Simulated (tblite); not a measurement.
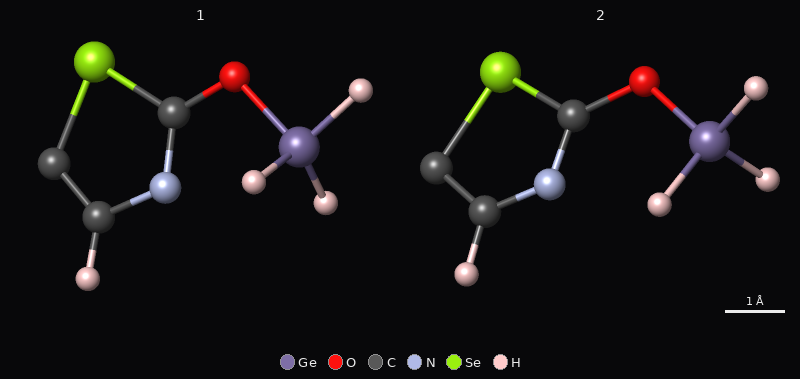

Two geometries of C$_{3}$H$_{4}$GeNOSe (multiplicity 2), drawn at one scale. One is the start of a relaxation, the other its converged end. Style: ball-and-stick. Shown at a tilt.

These are results of GFN2-xTB geometry optimisation, gas phase in tblite, not measurements. 

Which of the two is the end point?

Structure 1 is the relaxed one. An H atom moves most after the best rigid fit: 0.82 Å. By element the largest moves are H 0.82 Å, C 0.31 Å, N 0.28 Å, Se 0.27 Å, O 0.26 Å, Ge 0.20 Å. Near-neighbour distances that change, for instance: Ge–N 3.086 → 2.672 Å, C–Se 1.752 → 1.871 Å, C–O 1.423 → 1.304 Å, C–Se 1.971 → 1.876 Å. Bond angles that change, for instance: C–C–Se 97.4° → 113.7°, O–Ge–H 109.5° → 97.7°, C–Se–C 92.0° → 82.0°. Groups turn about Ge–O by about 30°. Over 62 geometry steps the energy falls by 133.5 kJ/mol. The run took 0.39 s on 1 thread of Intel(R) Xeon(R) Platinum 8488C, with other jobs on the host.
